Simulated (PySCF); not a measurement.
System: C$_{3}$H$_{15}$N$_{2}$PSi$_{2}$.

The calculation's input:

```
{"job": {"kind": "nmr", "xc": "PBE0", "basis": "pcSseg-1"}, "charge": 0, "multiplicity": 1}
C      2.524081    -0.906336    -1.049894
N      2.096865     0.469242    -0.971497
Si     1.349928     1.084674     0.455702
P      0.593736     3.090405    -0.235878
Si    -0.245034    -0.286238     1.448736
N     -1.409603    -0.734565     0.260679
C     -2.265503    -1.879511     0.444382
C     -1.980536     0.223638    -0.653850
H      2.996320    -1.174984    -0.107827
H      1.689701    -1.595315    -1.219626
H      3.250994    -1.031462    -1.853362
H      1.775528     0.814136    -1.864991
H      2.473721     1.264879     1.402651
H     -0.150282     3.308459     0.905743
H      1.660881     3.805808     0.259932
H      0.330186    -1.580201     1.843463
H     -0.826293     0.279765     2.690067
H     -3.218141    -1.606327     0.913480
H     -1.766802    -2.608456     1.076637
H     -2.483632    -2.339856    -0.523474
H     -2.139821    -0.243380    -1.630979
H     -2.948432     0.596788    -0.296989
H     -1.312613     1.075820    -0.778974
```

Command:

```sh
OMP_NUM_THREADS=1 python probes_run.py task.json out
```

Geometry: GFN2-xTB.

All numbers below come from PBE0/pcSseg-1, SCF density, gas phase, non-relativistic (PySCF).

Question: What can the converged electron density and electron localisation function tell about the bonding?

Answer: C–N (1.44 Å): ρ is about 1.9 e/Å³ halfway; the ELF peaks at about 0.90 between the atoms (a covalent bond).
C–H (1.09 Å): ρ is about 2 e/Å³ halfway; the ELF climbs to about 1 towards the hydrogen, as it does in any bond to H: a covalent bond by its length.

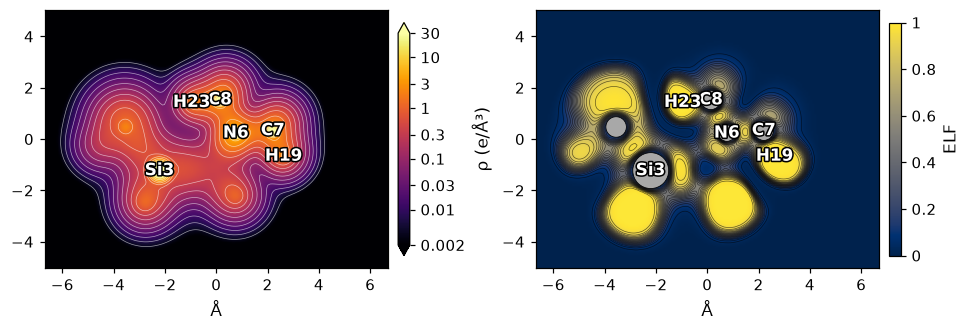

Computed electron density and electron localisation function on the plane of atoms N6, C7 and H19, in this order. Grey discs cover the atomic cores in the ELF map. 
